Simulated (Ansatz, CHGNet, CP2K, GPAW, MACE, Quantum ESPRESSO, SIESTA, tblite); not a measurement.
# Running twisted Ti2CO2 MXene bilayer, 21.79° (70 atoms) with CP2K

Wanted: CP2K inputs and outputs for twisted Ti2CO2 MXene bilayer, 21.79° (70 atoms), checked against a plane-wave reference.

Program: CP2K 2026.2. Level of theory: the method is named at each step. Results are calculated unless marked as measured.

## Step 1: The structure

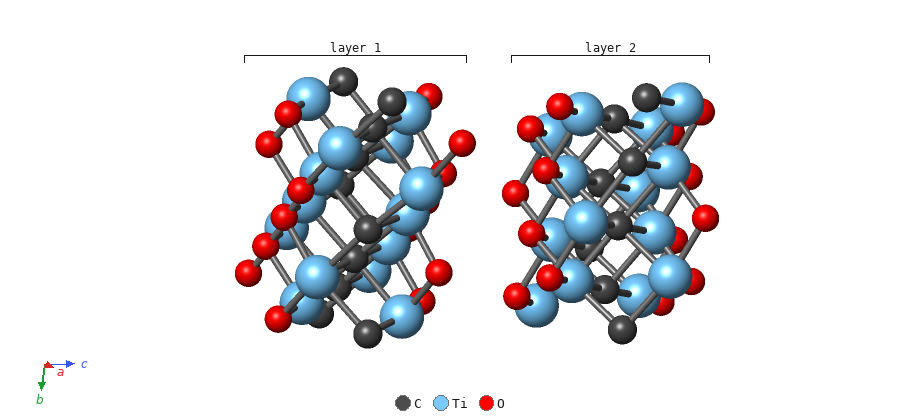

The cell as given, from the side, with the c axis across the page (carbon dark grey, titanium blue, oxygen red). Some periodic images of atoms are drawn too.

The cell holds 70 atoms: 14 C, 28 Ti and 28 O. Its edges and angles: a = 8.017 Å, b = 8.017 Å, c = 23.860 Å, α = 90.0°, β = 90.0°, γ = 120.0°. It derives from Ti2CO2 (Ti2CO2 MXene). Ti2CO2 MXene (a = 3.03 Å) under Ti2CO2 MXene (a = 3.03 Å), bilayer, commensurate cell of 7 unit cells a layer, twist 21.79 deg; facing planes 2.98 Å apart; 12 Å of vacuum; layers as built, displaced by a Gaussian of 0.01 Å. Then every atom was moved at random, 0.03 Å r.m.s. a Cartesian component. Regions: layer 1, 35 atoms (7 C, 14 Ti and 14 O); layer 2, 35 atoms (7 C, 14 Ti and 14 O). Vacuum lies along c.

The yardstick, on the same geometry:

```
method                                           : Kohn-Sham DFT, PBE, SSSP efficiency 1.3.0 pseudopotentials, plane waves (Quantum ESPRESSO 7.5); sssp-pbe-1.3.0-efficiency, cutoffs 60/480 Ry, Γ point
r.m.s. force component                           : 0.5 eV/Å
longest force                                    : 1.983 eV/Å
gap (highest filled to lowest empty level) : 0.4847 eV
time                                             : 9.5 min on 4 MPI ranks of Arm Neoverse V1, shared host
CPU time                                         : 38 min
```

## Step 2: PBE, DZVP-UZH, 800/50 Ry, diagonalisation

Method: Kohn-Sham DFT, PBE, GTH-PBE pseudopotentials, Gaussian and plane waves, DZVP-MOLOPT (UZH set), diagonalisation.

Contents of input.inp:

```
&GLOBAL
  PROJECT cell
  RUN_TYPE ENERGY_FORCE
  PRINT_LEVEL LOW
&END GLOBAL
&FORCE_EVAL
  METHOD QS
  &DFT
    BASIS_SET_FILE_NAME BASIS_MOLOPT_UZH
    POTENTIAL_FILE_NAME POTENTIAL_UZH
    &MGRID
      CUTOFF 800
      REL_CUTOFF 50
      NGRIDS 5
    &END MGRID
    &QS
      EPS_DEFAULT 1.0E-12
    &END QS
    &SCF
      SCF_GUESS ATOMIC
      EPS_SCF 5.0E-06
      MAX_SCF 200
      ADDED_MOS 45
      &DIAGONALIZATION
        ALGORITHM STANDARD
      &END DIAGONALIZATION
      &SMEAR ON
        METHOD FERMI_DIRAC
        ELECTRONIC_TEMPERATURE [K] 580
      &END SMEAR
      &MIXING
        METHOD BROYDEN_MIXING
        ALPHA 0.2
        NBROYDEN 12
        BETA 0.05
      &END MIXING
      &PRINT
        &RESTART OFF
        &END RESTART
      &END PRINT
    &END SCF
    &XC
      &XC_FUNCTIONAL PBE
      &END XC_FUNCTIONAL
    &END XC
    &PRINT
      &MULLIKEN ON
      &END MULLIKEN
      &HIRSHFELD ON
        SHAPE_FUNCTION DENSITY
      &END HIRSHFELD
      &MO ON
        EIGENVALUES T
        OCCUPATION_NUMBERS T
        MO_INDEX_RANGE 269 292
        &EACH
          QS_SCF 0
        &END EACH
        ADD_LAST NUMERIC
      &END MO
    &END PRINT
  &END DFT
  &SUBSYS
    &CELL
      A 8.01660 0.00000 0.00000
      B -4.00830 6.94258 0.00000
      C 0.00000 0.00000 23.86000
    &END CELL
    &COORD
      C 3.98950 6.93237 8.24625
      Ti 0.57034 1.67129 9.53374
      Ti 1.77047 0.33699 6.91248
      O 1.73062 0.31533 10.41441
      O 0.55599 1.71155 5.97788
      C -0.59295 2.99454 8.24053
      Ti 0.01924 4.62390 9.54424
      Ti 1.12798 3.31765 6.90127
      O 1.15299 3.34514 10.43493
      O -0.02854 4.67749 5.98886
      C -1.16253 5.96430 8.25962
      Ti 3.46558 0.65857 9.54567
      Ti 0.56709 6.26443 6.93252
      O 0.64061 6.26443 10.40034
      O 3.40714 0.64441 6.03682
      C 2.25968 1.97718 8.16680
      Ti 2.80192 3.58994 9.60842
      Ti 4.02245 2.31542 6.90318
      O 4.04722 2.35749 10.42658
      O 2.84702 3.63972 6.02012
      C 1.70866 4.93104 8.24792
      Ti 2.28425 6.57018 9.53493
      Ti 3.39050 5.32531 6.88385
      O 3.40605 5.24436 10.41250
      O 2.29215 6.59885 5.94472
      C 5.14133 0.94343 8.18517
      Ti 5.72878 2.65519 9.49771
      Ti 6.86714 1.38373 6.93252
      O 6.88907 1.28452 10.47764
      O 5.69479 2.66408 5.99817
      C 4.60349 3.89305 8.14700
      Ti -2.84569 5.62411 9.48411
      Ti -1.73062 4.28316 6.89363
      O -1.71495 4.34307 10.43350
      O -2.86702 5.65661 5.98361
      C -1.65916 4.96290 15.66767
      Ti -0.56898 6.27630 16.91292
      Ti -0.01479 4.59536 14.29047
      O 0.00906 4.65139 17.84895
      O -0.60525 6.24777 13.37949
      C 3.97499 6.90710 15.63951
      Ti 1.15098 1.35096 16.98498
      Ti -2.28160 6.64238 14.24800
      O -2.32093 6.59760 17.86446
      O 1.19744 1.32117 13.45776
      C 0.57026 2.94678 15.61542
      Ti 1.72525 4.29343 16.95706
      Ti 2.31074 2.63547 14.30526
      O 2.29363 2.66262 17.87186
      O 1.71194 4.28413 13.40383
      C 1.07871 5.96243 15.64047
      Ti 6.25704 0.30242 16.96995
      Ti 2.88517 5.56698 14.36372
      O 2.81487 5.63335 17.84776
      O 6.25772 0.31221 13.42268
      C 2.84329 0.94037 15.60539
[... 10 atom lines left out ...]
      Ti -1.15956 3.29294 16.98212
      Ti -0.53475 1.63060 14.34225
      O -0.56188 1.61262 17.85324
      O -1.15106 3.34084 13.43413
    &END COORD
    &KIND C
      BASIS_SET DZVP-MOLOPT-PBE-GTH-q4
      POTENTIAL GTH-PBE-q4
    &END KIND
    &KIND Ti
      BASIS_SET DZVP-MOLOPT-PBE-GTH-q12
      POTENTIAL GTH-PBE-q12
    &END KIND
    &KIND O
      BASIS_SET DZVP-MOLOPT-PBE-GTH-q6
      POTENTIAL GTH-PBE-q6
    &END KIND
  &END SUBSYS
  &PRINT
    &FORCES ON
    &END FORCES
  &END PRINT
&END FORCE_EVAL
```

On the command line:

```console
> OMP_NUM_THREADS=2 cp2k.psmp -i input.inp > output.txt
```

Numbers of over 12 decimals in the logs are rounded to 6 here.

What it wrote:

```text
CP2K| version string:                                       CP2K version 2026.2
 CP2K| Input file name                                                 input.inp
 GLOBAL| Basis set file name                                    BASIS_MOLOPT_UZH
 GLOBAL| Potential file name                                       POTENTIAL_UZH
 GLOBAL| Run type                                                   ENERGY_FORCE
 GLOBAL| Total number of message passing processes                             1
 GLOBAL| Number of threads for this process                                    2
 TOTAL NUMBERS AND MAXIMUM NUMBERS
  Total number of            - Atomic kinds:                                   3
                             - Atoms:                                         70
                             - Shell sets:                                    70
                             - Shells:                                       434
                             - Primitive Cartesian functions:                378
                             - Cartesian basis functions:                   1456
                             - Spherical basis functions:                   1274
  Maximum angular momentum of- Orbital basis functions:                        3
                             - Local part of the GTH pseudopotential:          2
                             - Non-local part of the GTH pseudopotential:      3
 SCF PARAMETERS         Density guess:                                    ATOMIC
                        max_scf:                                             200
                        eps_scf:                                        5.00E-06
                        added MOs                                        45    0
                        Mixing method:                            BROYDEN_MIXING
                                                charge density mixing in g-space
                        Smear method:                                FERMI_DIRAC
                        Electronic temperature [K]:                        580.0
                        Electronic temperature [a.u.]:                  1.84E-03
                        Accuracy threshold:                             1.00E-10
 Extrapolation method: initial_guess
 Number of electrons:                                                        560
 Number of occupied orbitals:                                                280
 Number of molecular orbitals:                                               325
 Number of orbital functions:                                               1274
 Number of independent orbital functions:                                   1274
 SCF WAVEFUNCTION OPTIMIZATION
  Step     Update method      Time    Convergence         Total energy    Change
     1 NoMix/Diag. 0.20E+00   12.1     1.07302249     -2169.0210549614 -2.17E+03
     2 Broy./Diag. 0.20E+00   18.8     0.31638202     -2152.6451051677  1.64E+01
     3 Broy./Diag. 0.20E+00   19.3     0.11862231     -2155.7908722706 -3.15E+00
     4 Broy./Diag. 0.20E+00   19.4     0.06464452     -2154.8152357271  9.76E-01
[...]
17 Broy./Diag. 0.20E+00   20.7     0.00000503     -2157.6547307641  7.24E-04
    18 Broy./Diag. 0.20E+00   20.4     0.00000306     -2157.6543332951  3.97E-04
  *** SCF run converged in    18 steps ***
  Electronic density on regular grids:       -559.9999999994        0.0000000006
  Core density on regular grids:              559.9999999998       -0.0000000002
  Total charge density on r-space grids:        0.0000000004
  Total charge density g-space grids:           0.0000000004
  Overlap energy of the core charge distribution:               2.12e-12
  Self energy of the core charge distribution:              -4335.341480
  Core Hamiltonian energy:                                   1142.924533
  Hartree energy:                                            1362.662939
  Exchange-correlation energy:                               -327.899535
  Electronic entropic energy:                                  -0.00078971
  Fermi energy:                                                 0.113103
  Total energy:                                             -2157.654333
  Total energy (extrapolated to T->0):                      -2157.653938
 MO| EIGENVALUES AND OCCUPATION NUMBERS
 MO|
 MO|  Index      Eigenvalue [a.u.]        Eigenvalue [eV]             Occupation
 MO|    269               0.029281               0.796773               2.000000
 MO|    270               0.030256               0.823317               2.000000
 MO|    271               0.030385               0.826806               2.000000
[...]
MO|    291               0.132472               3.604748               0.000053
 MO|    292               0.132829               3.614450               0.000043
 MO| Sum:                                                             560.000000
 MO| E(Fermi):            0.113103 a.u.          3.077688 eV
 !-----------------------------------------------------------------------------!
                     Mulliken Population Analysis
 #  Atom  Element  Kind  Atomic population                           Net charge
       1     C        1          4.281525                             -0.281525
       2     Ti       2         11.349961                              0.650039
       3     Ti       2         11.360153                              0.639847
[...]
69     O        3          6.523887                             -0.523887
      70     O        3          6.501749                             -0.501749
 # Total charge                            560.000000                  0.000000
 !-----------------------------------------------------------------------------!
 !-----------------------------------------------------------------------------!
                           Hirshfeld Charges
  #Atom  Element  Kind  Ref Charge     Population                    Net charge
      1       C      1       4.000          4.322                        -0.322
      2       Ti     2      12.000         11.582                         0.418
      3       Ti     2      12.000         11.584                         0.416
[...]
69       O      3       6.000          6.261                        -0.261
     70       O      3       6.000          6.256                        -0.256
  Total Charge                                                           -0.000
 !-----------------------------------------------------------------------------!
 ENERGY| Total FORCE_EVAL ( QS ) energy [hartree]          -2157.654230
 FORCES| Atomic forces [hartree/bohr]
 FORCES|   Atom     x               y               z               |f|
 FORCES|      1 -1.81670607E-03  3.21320789E-03 -1.00948099E-02   1.07485028E-02
 FORCES|      2 -8.36061458E-03 -2.30225581E-02 -1.29435112E-02   2.77032948E-02
 FORCES|      3 -1.40581562E-02  4.33856221E-03  5.47344311E-03   1.56975622E-02
[...]
FORCES|     69 -6.38331149E-03  5.53812242E-03  8.95412159E-03   1.23123417E-02
 FORCES|     70 -4.71836759E-03 -9.38180012E-03 -8.09358855E-03   1.32584819E-02
 FORCES| Sum    -1.19909092E-04  1.57787526E-04  2.16203525E-03
 FORCES| Total atomic force                                       2.17109915E-03
```

It took 6.7 min on 2 threads of Arm Neoverse V1, shared host; peak memory 6.6 GiB; 12 min of CPU time.

Banners, paths, timers and routine set-up lines are dropped from the logs unmarked, and long logs keep their key lines alone; longer cuts are marked.

Numbers from this run, and their distance from the reference:

```
r.m.s. force component                           : 0.5246 eV/Å
r.m.s. difference of force components            : 41.46 meV/Å
longest difference of force vectors              : 127.6 meV/Å
force difference over r.m.s. force               : 8.292 %
slope of forces against the reference's          : 1.047
correlation of force components                  : 0.9979
gap (highest filled to lowest empty level) : 0.482 eV
gap difference                                   : -0.0027 eV
```

Length of the force difference by element (eV/Å):

| element | atoms | mean | most |
| --- | --- | --- | --- |
| C | 14 | 0.0091 | 0.019 |
| O | 28 | 0.084 | 0.13 |
| Ti | 28 | 0.072 | 0.096 |

Levels nearest the highest filled one (eV from it): -2.05, -2.02, -2.02, -1.98, -1.96, -1.90, -1.29, -1.02, -0.10, -0.08, -0.05, 0.00, 0.48, 0.49, 0.54, 0.54, 0.61, 0.65, 0.65, 0.66, 0.70, 0.73, 0.76, 0.77.

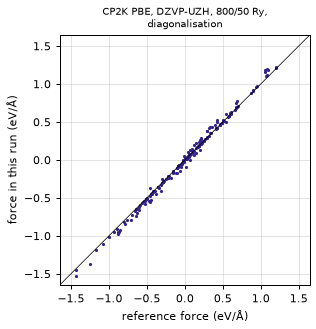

Force components against those of the reference; the line marks equality.

A closer look about Ti17, which bears the longest force: 9 atoms, nearest first, numbered in the order of the input, with positions taken from that point.

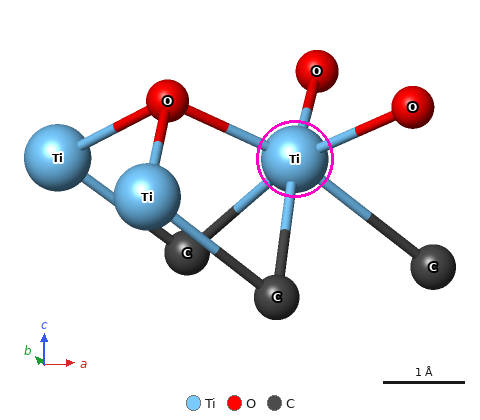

The atoms of the table, within 3.0 Å (arrows a, b, c point along x, y, z); some may hide others; the central atom is ringed.

| atom | x | y | z | distance (Å) | bonds | Hirshfeld charge (e) | Fx | Fy | Fz (eV/Å) |
| --- | --- | --- | --- | --- | --- | --- | --- | --- | --- |
| Ti17 | 0.00 | 0.00 | 0.00 | 0.00 | 6 | 0.43 | 1.22 | 0.68 | -1.53 |
| O9 | -1.65 | -0.24 | 0.83 | 1.86 | 3 | -0.25 | -0.36 | -0.67 | 1.16 |
| O19 | 1.25 | -1.23 | 0.82 | 1.93 | 3 | -0.26 | -0.43 | -0.65 | 0.42 |
| O24 | 0.60 | 1.65 | 0.80 | 1.94 | 3 | -0.26 | 0.20 | -0.04 | 0.44 |
| C21 | -1.09 | 1.34 | -1.36 | 2.20 | 6 | -0.33 | -0.16 | 0.03 | -0.56 |
| C16 | -0.54 | -1.61 | -1.44 | 2.23 | 6 | -0.33 | 0.02 | 0.05 | 1.21 |
| C31 | 1.80 | 0.30 | -1.46 | 2.34 | 6 | -0.32 | -0.09 | 0.58 | 0.91 |
| Ti2 | -2.23 | -1.92 | -0.07 | 2.94 | 6 | 0.42 | -0.43 | -1.18 | -0.67 |
| Ti7 | -2.78 | 1.03 | -0.06 | 2.97 | 6 | 0.42 | -0.60 | 0.51 | -0.93 |

Forces lie 8.3 % from the reference's, at 0.32 times its CPU time (on 2 against 4 cores).

## Step 3: PBE+D3(BJ), DZVP-UZH, 800/50 Ry, diagonalisation

Method: Kohn-Sham DFT, PBE+D3(BJ), GTH-PBE pseudopotentials, Gaussian and plane waves, DZVP-MOLOPT (UZH set), diagonalisation.

input.inp, as its differences from that of step 2:

```diff
@@ -44,2 +44,10 @@
       &END XC_FUNCTIONAL
+      &VDW_POTENTIAL
+        POTENTIAL_TYPE PAIR_POTENTIAL
+        &PAIR_POTENTIAL
+          TYPE DFTD3(BJ)
+          PARAMETER_FILE_NAME dftd3.dat
+          REFERENCE_FUNCTIONAL PBE
+        &END PAIR_POTENTIAL
+      &END VDW_POTENTIAL
     &END XC
@@ -69,3 +77,28 @@
     &COORD
-[... 70 atom lines left out: the same atoms as in the first run ...]
+      SCALED
+      C 0.99692 0.99853 0.34561
+      Ti 0.19151 0.24073 0.39957
+      Ti 0.24512 0.04854 0.28971
+      O 0.23859 0.04542 0.43648
+      O 0.19262 0.24653 0.25054
+      C 0.14170 0.43133 0.34537
+      Ti 0.33541 0.66602 0.40001
+      Ti 0.37964 0.47787 0.28924
+      O 0.38474 0.48183 0.43734
+      O 0.33331 0.67374 0.25100
+      C 0.28453 0.85909 0.34617
+      Ti 0.47973 0.09486 0.40007
+      Ti 0.52190 0.90232 0.29055
+      O 0.53107 0.90232 0.43589
+      O 0.47142 0.09282 0.25301
+      C 0.42427 0.28479 0.34228
+      Ti 0.60806 0.51709 0.40270
+      Ti 0.66852 0.33351 0.28932
+      O 0.67464 0.33957 0.43699
+      O 0.61727 0.52426 0.25231
+[... 46 atom lines left out ...]
+      Ti 0.09251 0.47431 0.71174
+      Ti 0.05073 0.23487 0.60110
+      O 0.04605 0.23228 0.74825
+      O 0.09702 0.48121 0.56304
     &END COORD
```

What it wrote:

```text
CP2K| version string:                                       CP2K version 2026.2
 CP2K| Input file name                                                 input.inp
 GLOBAL| Basis set file name                                    BASIS_MOLOPT_UZH
 GLOBAL| Potential file name                                       POTENTIAL_UZH
 GLOBAL| Run type                                                   ENERGY_FORCE
 GLOBAL| Total number of message passing processes                             1
 GLOBAL| Number of threads for this process                                    2
[... lines left out ...]
                        Smear method:                                FERMI_DIRAC
[... lines left out ...]
 Number of electrons:                                                        560
[... lines left out ...]
  Step     Update method      Time    Convergence         Total energy    Change
[... lines left out ...]
  *** SCF run converged in    18 steps ***
[... lines left out ...]
  Fermi energy:                                                 0.113103
  Total energy:                                             -2158.308073
  Total energy (extrapolated to T->0):                      -2158.307678
[... lines left out ...]
 MO| E(Fermi):            0.113103 a.u.          3.077690 eV
[... lines left out ...]
                           Hirshfeld Charges
  #Atom  Element  Kind  Ref Charge     Population                    Net charge
      1       C      1       4.000          4.322                        -0.322
      2       Ti     2      12.000         11.582                         0.418
      3       Ti     2      12.000         11.584                         0.416
[...]
69       O      3       6.000          6.261                        -0.261
     70       O      3       6.000          6.256                        -0.256
  Total Charge                                                           -0.000
 !-----------------------------------------------------------------------------!
 ENERGY| Total FORCE_EVAL ( QS ) energy [hartree]          -2158.307969
 FORCES| Atomic forces [hartree/bohr]
 FORCES|   Atom     x               y               z               |f|
 FORCES|      1 -1.82288414E-03  3.20516892E-03 -9.95698065E-03   1.06177906E-02
 FORCES|      2 -8.35689955E-03 -2.30001257E-02 -1.29392414E-02   2.76815376E-02
 FORCES|      3 -1.40237771E-02  4.33493842E-03  7.67546296E-03   1.65641404E-02
[...]
FORCES|     69 -6.38571122E-03  5.53886177E-03  7.97435944E-03   1.16209598E-02
 FORCES|     70 -4.71511107E-03 -9.37831988E-03 -7.84181880E-03   1.31026439E-02
 FORCES| Sum    -1.19793118E-04  1.57739889E-04  2.16143062E-03
 FORCES| Total atomic force                                       2.17048718E-03
```

Wall time 7 min (2 threads); peak memory 6.6 GiB; 13 min of CPU time.

Numbers from this run, and their distance from the reference:

* r.m.s. force component: 0.5295 eV/Å
* r.m.s. difference of force components: 56.61 meV/Å
* longest difference of force vectors: 197.1 meV/Å
* force difference over r.m.s. force: 11.32 %
* slope of forces against the reference's: 1.054
* correlation of force components: 0.9956
* gap (highest filled to lowest empty level): 0.482 eV
* gap difference: -0.0027 eV

Against the first run (8.3 %), the force difference from the reference is 11 %, at 1.0 times the CPU time; the model has changed, so this is no error of the program alone.

[end of part 1 of 2]

[Also dropped from logs without a mark: logging warnings of Python, and SIESTA's first energy breakdown and zero terms.]

[Logs are printed without paths, hosts, clocks, repeated set-up lines and the standing remarks that a program may print on its own settings, such as how far it seeks lower states.]

[Hosts, paths, dates, database ids (printed as entryN), source tags and the programs' standing remarks are cut or masked in the printed files.]
